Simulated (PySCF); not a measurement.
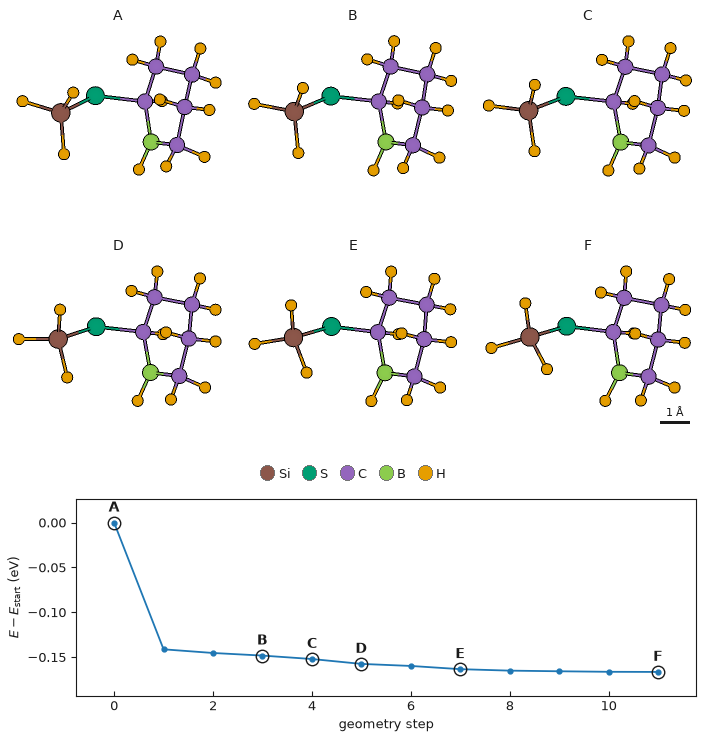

Frames of a relaxation of C5H13BSSi, marked on the history of the run. The picture is a ball-and-stick view, seen at a tilt.

The start comes from GFN2-xTB.

All numbers below come from PBE0-D3(BJ)/def2-SVP geometry optimisation, gas phase (PySCF). 

### Describe the path.

An H atom moves most after the best rigid fit: 1.01 Å. By element the largest moves are H 1.01 Å, Si 0.24 Å, C 0.15 Å, S 0.14 Å, B 0.08 Å. Among the contacts that change: H–Si 1.459 → 1.500 Å, B–H 1.171 → 1.211 Å, C–H 1.097 → 1.112 Å, C–S 1.856 → 1.841 Å. Bond angles that change, for instance: B–C–H 107.3° → 101.1°, S–Si–H 102.8° → 107.9°, Si–S–C 102.8° → 98.5°. Groups turn about S–Si by about 30°. Over 11 geometry steps the energy falls by 0.166 eV. From step 0 to 3: an H atom moves most (0.26 Å), energy −0.148 eV. From step 3 to 4: an H atom moves most (0.16 Å), energy −0.004 eV. From step 4 to 5: an H atom moves most (0.26 Å), energy −0.005 eV. From step 5 to 7: an H atom moves most (0.25 Å), energy −0.006 eV. From step 7 to 11: an H atom moves most (0.23 Å), energy −0.003 eV.
